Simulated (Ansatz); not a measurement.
## AlNH3F3: nudged elastic band

The run: nudged elastic band of AlNH3F3. Method and program: RKS PBE0-D4/def2-SVP (Ansatz 0.2.0).

It belongs to a series of runs on one base structure; here: band between the two ends. Figures and captions count atoms from 1; the log counts them from 0 in places.

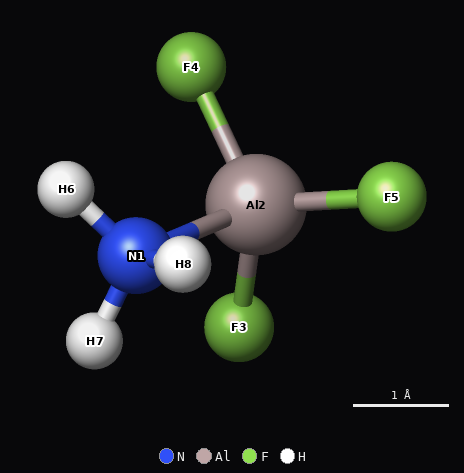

**Figure 1.** The structure as given in the input (ball-and-stick view, seen at a tilt; atoms are numbered from 1 in the order of the input). Sticks mark near contacts. Bond lengths as drawn: Al–F 1.67 Å, Al–N 2.00 Å and H–N 1.02 Å.

## The input
```yaml
crystal:
  periodic: [false, false, false]
  atoms:
    - { symbol: "N", position_ang: [-0.835645, -0.150166, 0.460358] }
    - { symbol: Al, position_ang: [0.898707, 0.142703, -0.496418] }
    - { symbol: F, position_ang: [1.967841, -0.461769, 0.632862] }
    - { symbol: F, position_ang: [0.644387, -0.779201, -1.863567] }
    - { symbol: F, position_ang: [0.858657, 1.799866, -0.685895] }
    - { symbol: H, position_ang: [-1.443989, -0.768706, -0.0788] }
    - { symbol: H, position_ang: [-0.674563, -0.576065, 1.374709] }
    - { symbol: H, position_ang: [-1.323194, 0.736338, 0.60095] }
basis:
  gaussian: { orbitals: def2-SVP }
hamiltonian:
  xc: pbe0
  dispersion: d4
neb:
  order_check: false
  images: 5
  f_tol: 0.03
  max_iterations: 60
  final_atoms:
    - { symbol: "N", position_ang: [-0.83551049, -0.15013795, 0.46035241] }
    - { symbol: Al, position_ang: [0.89894699, 0.14262295, -0.49630713] }
    - { symbol: F, position_ang: [1.96407181, 0.05916897, 0.78512788] }
    - { symbol: F, position_ang: [0.8809279, -1.1522903, -1.548209] }
    - { symbol: F, position_ang: [0.62554555, 1.65174214, -1.15316082] }
    - { symbol: H, position_ang: [-1.42547482, 0.6813621, 0.39778295] }
    - { symbol: H, position_ang: [-1.34405078, -0.93561075, 0.05074258] }
    - { symbol: H, position_ang: [-0.67225516, -0.35385716, 1.44787013] }
  initial_path:
    images:
      - { positions_ang: [[-0.835645, -0.150166, 0.460358], [0.898707, 0.142703, -0.496418], [1.967841, -0.461769, 0.632862], [0.644387, -0.779201, -1.863567], [0.858657, 1.799866, -0.685895], [-1.443989, -0.768706, -0.0788], [-0.674563, -0.576065, 1.374709], [-1.323194, 0.736338, 0.60095]] }
      - { positions_ang: [[-0.84243693, -0.15723323, 0.48586818], [0.84512205, 0.13785595, -0.46810447], [1.96970266, -0.62023211, 0.51518029], [0.62373213, -0.60923191, -1.96031096], [0.99258565, 1.81422739, -0.55000951], [-1.22351818, -0.80901339, 0.3568048], [-0.85672294, -0.14179464, 1.22978607], [-1.41626345, 0.32842194, 0.33498459]] }
      - { positions_ang: [[-0.84922886, -0.16430047, 0.51137835], [0.79153711, 0.13300891, -0.43979093], [1.97156432, -0.77869521, 0.39749857], [0.60307725, -0.43926282, -2.05705491], [1.12651431, 1.82858879, -0.41412401], [-1.00304736, -0.84932078, 0.7924096], [-1.03888288, 0.29247572, 1.08486314], [-1.50933289, -0.07949413, 0.06901918]] }
      - { positions_ang: [[-0.85602079, -0.1713677, 0.53688853], [0.73795216, 0.12816186, -0.4114774], [1.97342599, -0.93715832, 0.27981686], [0.58242238, -0.26929373, -2.15379887], [1.26044296, 1.84295018, -0.27823852], [-0.78257655, -0.88962817, 1.2280144], [-1.22104282, 0.72674607, 0.93994022], [-1.60240234, -0.48741019, -0.19694622]] }
      - { positions_ang: [[-0.84918402, -0.16429112, 0.51137649], [0.79161711, 0.13298223, -0.43975397], [1.97030793, -0.60504922, 0.44825387], [0.68192422, -0.56362592, -1.95193558], [1.04881049, 1.77921417, -0.56987929], [-0.99687597, -0.36596475, 0.95127058], [-1.26204547, 0.17262713, 0.643541], [-1.29235328, -0.44289252, 0.3513259]] }
      - { positions_ang: [[-0.84234726, -0.15721454, 0.48586445], [0.84528205, 0.13780259, -0.46803055], [1.96718987, -0.27294013, 0.61669088], [0.78142606, -0.85795811, -1.75007229], [0.83717802, 1.71547815, -0.86152005], [-1.21117539, 0.15769868, 0.67452677], [-1.30304813, -0.38149181, 0.34714179], [-0.98230422, -0.39837484, 0.89959802]] }
      - { positions_ang: [[-0.83551049, -0.15013795, 0.46035241], [0.89894699, 0.14262295, -0.49630713], [1.96407181, 0.05916897, 0.78512788], [0.8809279, -1.1522903, -1.548209], [0.62554555, 1.65174214, -1.15316082], [-1.42547482, 0.6813621, 0.39778295], [-1.34405078, -0.93561075, 0.05074258], [-0.67225516, -0.35385716, 1.44787013]] }
```

Run on 1 thread of Arm Neoverse N1, 24 GiB of memory available, shared host.

Launch command:
```bash
ansatz run input.yaml --threads 1 --pin off --max-ram 2048MiB --backend cpu --events-out ev --progress --plain --runs-dir out
```

## Output
```
Engine: ansatz 0.2.0, aarch64-unknown-linux-gnu
Functional definition: PBE0
  parameter a = 0.25
  parameter kappa = 0.804
  parameter beta = 0.06672455060314922
  exchange = (1 - a)*pbe_x(kappa = kappa, mu = beta*pi^2/3) + a*exact_x
  correlation = pbe_c(beta = beta)
893 factors; integrals over basis functions are off by at most 3.8e-4 eV
mean field evaluation 1: about -16264.4740 eV, gradient 6.7e1 eV
mean field evaluation 2: about -16259.2138 eV, gradient 8.9e1 eV
mean field evaluation 4: about -16271.7131 eV, gradient 2.0e0 eV
mean field evaluation 8: about -16271.7421 eV, gradient 2.5e-2 eV
mean field -16271.74208255 eV, -597.9754921507 hartree, gradient 3.5e-5 eV, S^2 0.000000; 0 other end points of the search recorded, 0 dependent functions left out
the calculation of the forces begins
reference -16271.74211258 eV, -597.9754932542 hartree; 25, 25 occupied and 64, 64 virtual orbitals, 893 factors
893 factors; integrals over basis functions are off by at most 4.9e-4 eV
mean field evaluation 16: about -16259.2123 eV, gradient 8.9e1 eV
mean field -16271.74154609 eV, -597.9754724362 hartree, gradient 3.5e-5 eV, S^2 0.000000; 0 other end points of the search recorded, 0 dependent functions left out
[... from here on the field's lines of each further geometry are left out, up to the last ...]
NEB iter   1: max|band force component| = 2.381e2 eV/Å  barrier→ = 67.5552 eV  barrier← = 67.5546 eV  Δτ_max = 0.1996 Å  (172 SCF iters)
NEB iter   2: max|band force component| = 1.163e2 eV/Å  barrier→ = 32.1768 eV  barrier← = 32.1762 eV  Δτ_max = 0.0921 Å  (154 SCF iters)
NEB iter   3: max|band force component| = 5.286e1 eV/Å  barrier→ = 16.4175 eV  barrier← = 16.4170 eV  Δτ_max = 0.1265 Å  (130 SCF iters)
NEB iter   4: max|band force component| = 1.983e1 eV/Å  barrier→ = 7.4186 eV  barrier← = 7.4181 eV  Δτ_max = 0.1310 Å  (131 SCF iters)
NEB iter   5: max|band force component| = 8.528e0 eV/Å  barrier→ = 3.0401 eV  barrier← = 3.0395 eV  Δτ_max = 0.1517 Å  (131 SCF iters)
NEB iter   6: max|band force component| = 3.683e0 eV/Å  barrier→ = 0.8425 eV  barrier← = 0.8420 eV  Δτ_max = 0.1849 Å  (120 SCF iters)
NEB iter   7: max|band force component| = 3.719e0 eV/Å  barrier→ = 0.3791 eV  barrier← = 0.3785 eV  Δτ_max = 0.1970 Å  (123 SCF iters)
NEB iter   8: max|band force component| = 5.068e0 eV/Å  barrier→ = 1.8430 eV  barrier← = 1.8425 eV  Δτ_max = 0.1011 Å  (139 SCF iters)
NEB iter   9: max|band force component| = 1.727e0 eV/Å  barrier→ = 0.2585 eV  barrier← = 0.2579 eV  Δτ_max = 0.1263 Å  (127 SCF iters)
NEB iter  10: max|band force component| = 1.720e0 eV/Å  barrier→ = 0.1108 eV  barrier← = 0.1103 eV  Δτ_max = 0.0537 Å  (130 SCF iters)
NEB iter  11: max|band force component| = 1.756e-1 eV/Å  barrier→ = 0.0317 eV  barrier← = 0.0311 eV  CI = image 5  Δτ_max = 0.1982 Å  (106 SCF iters)
NEB iter  12: max|band force component| = 1.872e-1 eV/Å  barrier→ = 0.0348 eV  barrier← = 0.0343 eV  CI = image 5  Δτ_max = 0.0151 Å  (129 SCF iters)
NEB iter  13: max|band force component| = 4.606e-2 eV/Å  barrier→ = 0.0339 eV  barrier← = 0.0334 eV  CI = image 5  Δτ_max = 0.0128 Å  (123 SCF iters)
the calculation of the forces begins
reference -16271.72985646 eV, -597.9750428502 hartree; 25, 25 occupied and 64, 64 virtual orbitals, 893 factors
893 factors; integrals over basis functions are off by at most 3.8e-4 eV
mean field evaluation 608: about -16271.6856 eV, gradient 1.5e-1 eV
mean field -16271.70824561 eV, -597.9742486663 hartree, gradient 1.5e-5 eV, S^2 0.000000; 1 other end points of the search recorded, 0 dependent functions left out
the calculation of the forces begins
reference -16271.70827567 eV, -597.9742497710 hartree; 25, 25 occupied and 64, 64 virtual orbitals, 893 factors
NEB iter  14: max|band force component| = 1.357e-2 eV/Å  barrier→ = 0.0338 eV  barrier← = 0.0333 eV  CI = image 5  Δτ_max = 0.0000 Å  (250 SCF iters)
```

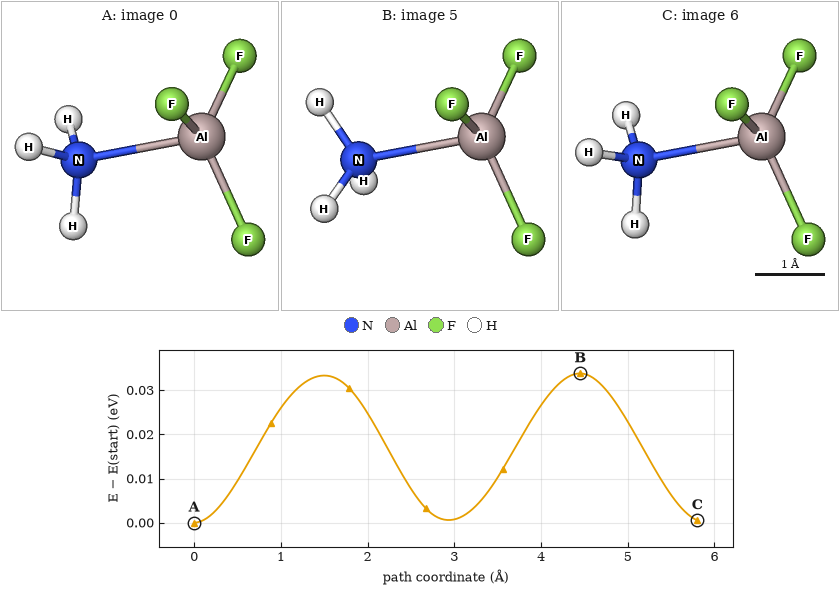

**Figure 2.** Images of the last band (counted from 0; ball-and-stick, seen at a tilt) above the energy along the path; the line is a cubic interpolation that uses the forces. The highest image is number 5, 0.034 eV above the start and 0.033 eV above the end (the climbing image); the end lies 0.001 eV above the start. The path is 5.80 Å long. The band converged in 14 iterations.

```
Total energy: -16271.81080285 eV, -597.9780175753 hartree
Atom 0 at    -0.831905    -0.151009     0.458604 Å, force    -0.004948     0.000934    -0.000804 eV/Å
Atom 1 at     0.904314     0.144604    -0.498233 Å, force    -0.006559     0.000885    -0.000667 eV/Å
Atom 2 at     1.980910    -0.100245     0.750654 Å, force     0.001585    -0.001242     0.000509 eV/Å
Atom 3 at     0.809084    -1.049197    -1.657967 Å, force     0.003244    -0.000560    -0.000686 eV/Å
Atom 4 at     0.694209     1.715589    -1.015178 Å, force     0.001460    -0.000889     0.000374 eV/Å
Atom 5 at    -0.954144     0.514918     1.223651 Å, force     0.001290     0.000908     0.001428 eV/Å
Atom 6 at    -1.626465    -0.041271    -0.174226 Å, force     0.000612    -0.000147    -0.000116 eV/Å
Atom 7 at    -0.883802    -1.090388     0.856894 Å, force     0.003315     0.000112    -0.000039 eV/Å
Dipole moment:    -1.166293    -0.198840     0.643402 e Å
this run last wrote the band of iteration 14 to [file]
```

## The last band as extended XYZ (Å, eV, eV/Å)
```
8
Properties=species:S:1:pos:R:3:forces:R:3 image=0 energy=-16271.84457
N    -0.8356   -0.1502    0.4604    0.0001  -0.0002   0.0002
Al    0.8987    0.1427   -0.4964   -0.0001   0.0000   0.0002
F     1.9678   -0.4618    0.6329   -0.0002   0.0003  -0.0004
F     0.6444   -0.7792   -1.8636    0.0003  -0.0001   0.0002
F     0.8587    1.7999   -0.6859    0.0001  -0.0003  -0.0001
H    -1.4440   -0.7687   -0.0788   -0.0001   0.0003  -0.0001
H    -0.6746   -0.5761    1.3747   -0.0001  -0.0001  -0.0003
H    -1.3232    0.7363    0.6009    0.0001   0.0000   0.0003
8
Properties=species:S:1:pos:R:3:forces:R:3 image=1 energy=-16271.82189
N    -0.8336   -0.1498    0.4587   -0.0020  -0.0003   0.0002
Al    0.9025    0.1431   -0.4976   -0.0003   0.0002  -0.0001
F     1.9517   -0.6254    0.5459    0.0014   0.0080   0.0054
F     0.5795   -0.6241   -1.9425    0.0034  -0.0087   0.0026
F     0.9507    1.8097   -0.5234   -0.0045   0.0004  -0.0083
H    -1.2268   -1.0660    0.2362   -0.0075   0.0032  -0.0145
H    -0.7093   -0.1016    1.4715    0.0053  -0.0157   0.0038
H    -1.5224    0.5571    0.1953    0.0041   0.0129   0.0107
8
Properties=species:S:1:pos:R:3:forces:R:3 image=2 energy=-16271.81400
N    -0.8335   -0.1495    0.4581   -0.0057   0.0003   0.0011
Al    0.9037    0.1429   -0.4973    0.0074   0.0023  -0.0056
F     1.9379   -0.7130    0.4913   -0.0042  -0.0052  -0.0008
F     0.5467   -0.5328   -1.9790   -0.0049   0.0038  -0.0012
F     1.0039    1.8059   -0.4331    0.0003  -0.0011   0.0078
H    -0.9669   -1.1347    0.6933    0.0072   0.0001   0.0089
H    -0.8733    0.3839    1.3285   -0.0011   0.0086  -0.0039
H    -1.6263    0.1402   -0.1176    0.0010  -0.0088  -0.0063
8
Properties=species:S:1:pos:R:3:forces:R:3 image=3 energy=-16271.84133
N    -0.8351   -0.1503    0.4604   -0.0104  -0.0021   0.0022
Al    0.9000    0.1429   -0.4952    0.0005   0.0014  -0.0078
F     1.8997   -0.8661    0.3796   -0.0009  -0.0050  -0.0001
F     0.4807   -0.3578   -2.0305   -0.0027   0.0046  -0.0005
F     1.0944    1.7838   -0.2659    0.0030  -0.0013   0.0089
H    -0.7713   -0.9497    1.0930    0.0083   0.0064   0.0070
H    -1.0897    0.6720    1.0103   -0.0015   0.0057  -0.0088
H    -1.5864   -0.3319   -0.2075    0.0038  -0.0098  -0.0009
8
Properties=species:S:1:pos:R:3:forces:R:3 image=4 energy=-16271.83231
N    -0.8350   -0.1532    0.4593    0.0134   0.0019  -0.0023
Al    0.8999    0.1459   -0.4966    0.0093   0.0033  -0.0066
F     1.9505   -0.6358    0.5365   -0.0047   0.0080   0.0068
F     0.5751   -0.6044   -1.9505   -0.0008  -0.0100   0.0070
F     0.9534    1.8130   -0.5054   -0.0093  -0.0020  -0.0055
H    -0.6785   -0.3127    1.4559    0.0049  -0.0182   0.0089
H    -1.4490    0.6571    0.3622    0.0000   0.0188   0.0112
H    -1.3242   -0.9667    0.0828   -0.0128  -0.0018  -0.0194
8
Properties=species:S:1:pos:R:3:forces:R:3 image=5 energy=-16271.81077
N    -0.8319   -0.1510    0.4586   -0.0049   0.0009  -0.0008
Al    0.9043    0.1446   -0.4982   -0.0066   0.0009  -0.0007
F     1.9809   -0.1002    0.7507    0.0016  -0.0012   0.0005
F     0.8091   -1.0492   -1.6580    0.0032  -0.0006  -0.0007
F     0.6942    1.7156   -1.0152    0.0015  -0.0009   0.0004
H    -0.9541    0.5149    1.2237    0.0013   0.0009   0.0014
H    -1.6265   -0.0413   -0.1742    0.0006  -0.0001  -0.0001
H    -0.8838   -1.0904    0.8569    0.0033   0.0001   0.0000
8
Properties=species:S:1:pos:R:3:forces:R:3 image=6 energy=-16271.84404
N    -0.8355   -0.1501    0.4604    0.0009   0.0005  -0.0009
Al    0.8989    0.1426   -0.4963   -0.0023   0.0000   0.0003
F     1.9641    0.0592    0.7851    0.0010  -0.0026  -0.0010
F     0.8809   -1.1523   -1.5482    0.0000   0.0016  -0.0019
F     0.6255    1.6517   -1.1532    0.0021   0.0010   0.0021
H    -1.4255    0.6814    0.3978   -0.0024  -0.0021  -0.0033
H    -1.3441   -0.9356    0.0507    0.0015  -0.0027   0.0035
H    -0.6723   -0.3539    1.4479   -0.0007   0.0044   0.0010
```

## Key numbers

| quantity | value |
| --- | --- |
| outcome | converged |
| barrier, forward | 0.034 eV |
| barrier, backward | 0.033 eV |
| wall time | 6.7 min |
| peak memory | 0.27 GiB |

## Notes

The order of the saddle point was not checked.
